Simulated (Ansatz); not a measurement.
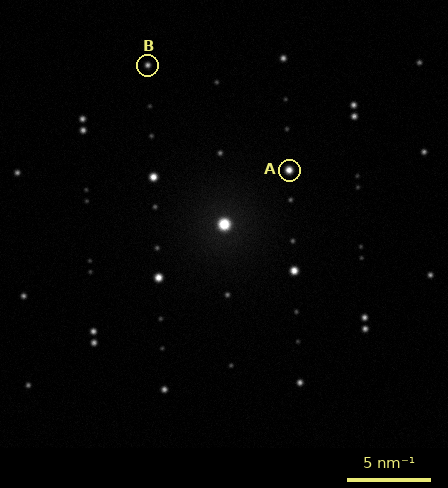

Computed electron diffraction pattern, 200 kV, single scattering only, B = 0.3 Å². Two individuals of a reflection twin are superposed (a geometric construction: whether this twin forms is not tested). Crystal: Cd2Ga, space group I4/mmm (No. 139), a = 3.926 Å, c = 8.691 Å, zone axis [201]. Structure: the end point of a relaxation with DFT PBE, scalar-relativistic, plane waves, PAW (Ansatz); the starting structure was generated, so it need not be a known form of this composition.

In the first individual spot A is 0 -2 0 and spot B is 3 -1 -6.

### On which plane is the crystal twinned?

(1-1-2). The spot positions of the combined pattern are mirror-symmetric about the row through 1 -1 -2 (d = 2.340 Å), which both individuals share, while a single individual has only symmetry 2mm without that mirror line. Friedel's law adds a mirror line at right angles, along which no low-index reflection lies.

### Which other reflections coincide?

Within the frame only the reflections of the common row coincide.
